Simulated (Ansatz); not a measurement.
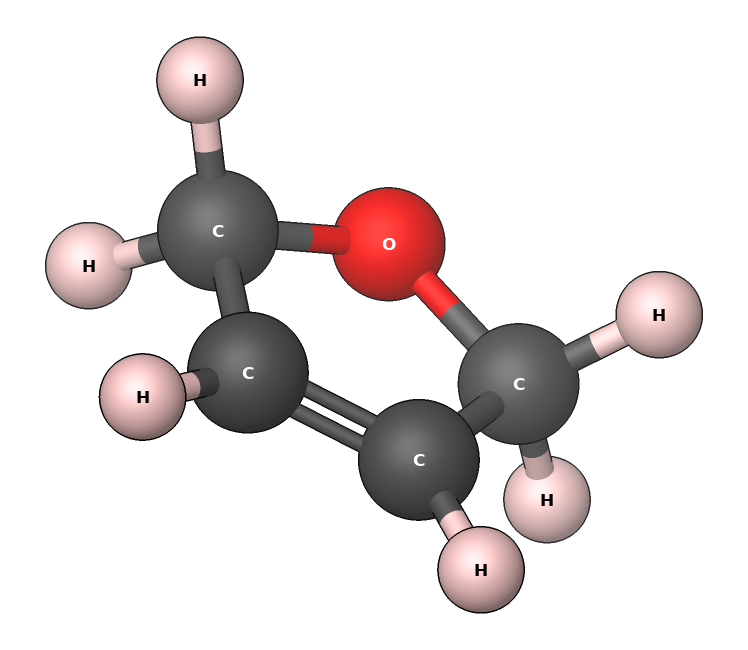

The picture shows a molecular structure as a ball-and-stick model. Double and triple bonds are drawn as two and three sticks.

Description:

The molecule is C₄H₆O. SMILES: `C1=CCOC1`. Independent rings (smallest set): 1 of 5 members. Among its groups: ether, alkene. Coordination: 2 C trigonal planar; 2 C tetrahedral; 1 O bent.

More results for the same structure follow; atom numbers are the same in all pictures, views and colours differ. Computed geometry: PBE0-D4/def2-TZVP optimisation.

## Shape

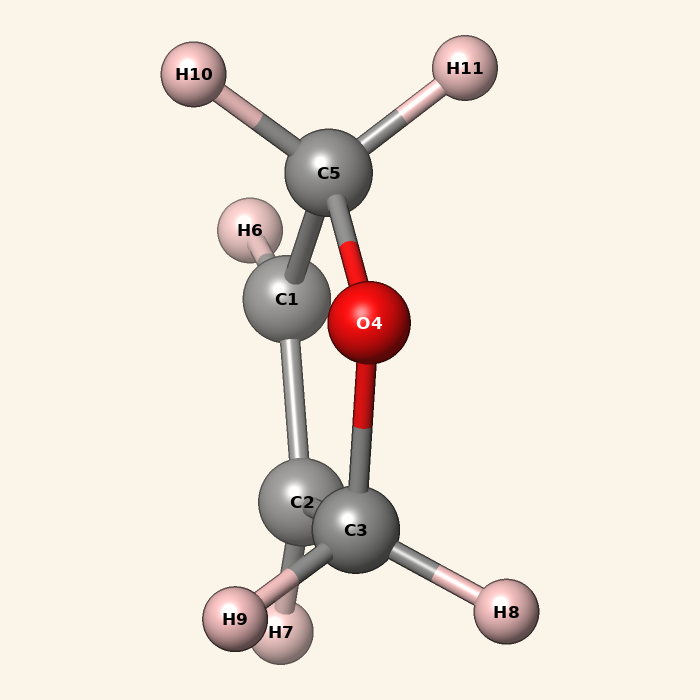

C2 lies behind C3. The molecule seen a little off the C3–C2 bond, C3 in front. Depth is shown by fading: the farther an atom, the more it takes the colour of the background.

What is the torsion angle O4–C3–C2–C1? The sign is positive where the front bond must turn clockwise to cover the back bond.

Answer. 0°, synperiplanar (eclipsed).

## Levels of theory compared

Program: Ansatz 0.2.0.

Tabulate dipole (D) at these levels: B3LYP-D4/def2-TZVPP; PBE-D4/def2-TZVPP; PBE0-D4/def2-TZVP; r2SCAN-D4/def2-TZVPP; ωB97M-V/def2-TZVPP.

```
               level  dipole (D)
 B3LYP-D4/def2-TZVPP        1.59
   PBE-D4/def2-TZVPP        1.47
   PBE0-D4/def2-TZVP        1.59
r2SCAN-D4/def2-TZVPP        1.52
  ωB97M-V/def2-TZVPP        1.60
```

## Charges

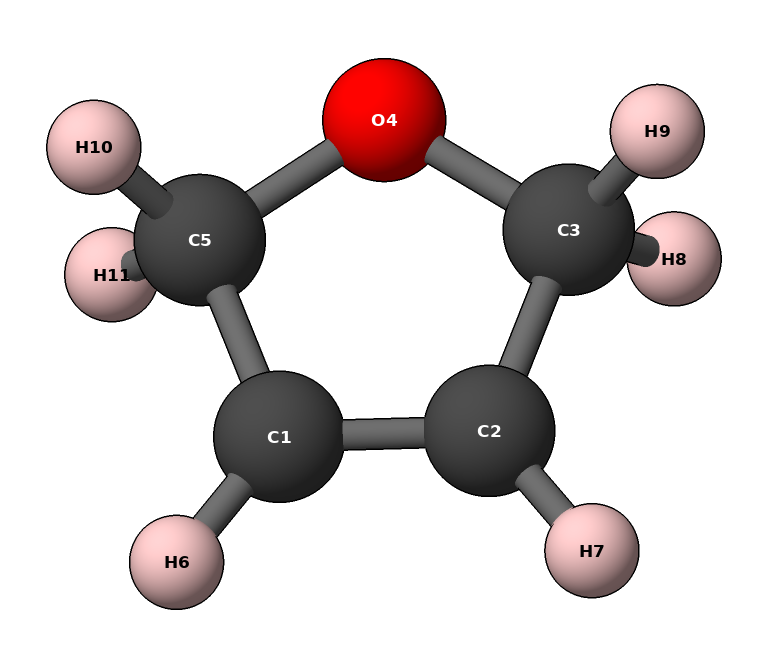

The questions are on Mulliken charges. Level of theory: RKS PBE0-D4/def2-TZVP (Ansatz 0.2.0).

List the Mulliken charges.

```
atom  value (e)
  C1      −0.19
  C2      −0.19
  C3       0.02
  O4      −0.31
  C5       0.02
  H6       0.13
  H7       0.13
  H8       0.10
  H9       0.10
 H10       0.10
 H11       0.10
```

## Thermal motion

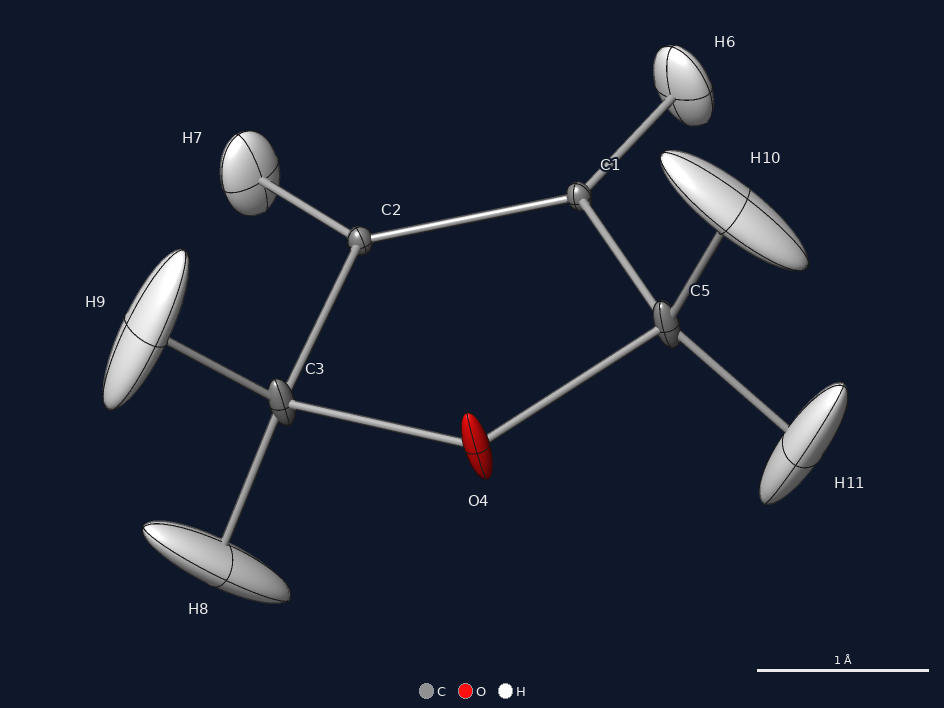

Displacement ellipsoids at the 50 % level, from the internal vibrations of the free molecule (harmonic, no overall translation or rotation; no half-axis is drawn under 0.075 Å). Vibrations computed with RKS PBE0-D4/def2-TZVP (Ansatz 0.2.0). Temperature: 600 K.

Give the displacement parameters, one line for each set of equivalent atoms.

| atom | U_eq (Å²) | rms amplitudes (Å) |
| --- | --- | --- |
| C1, C2 | 0.0020 | 0.027, 0.038, 0.063 |
| C3, C5 | 0.0049 | 0.032, 0.037, 0.111 |
| O4 | 0.0094 | 0.026, 0.036, 0.162 |
| H6, H7 | 0.0195 | 0.079, 0.128, 0.189 |
| H8, H9, H10, H11 | 0.0510 | 0.084, 0.127, 0.360 |

Mulliken values depend strongly on the basis set and can even reverse the polarity of a bond.
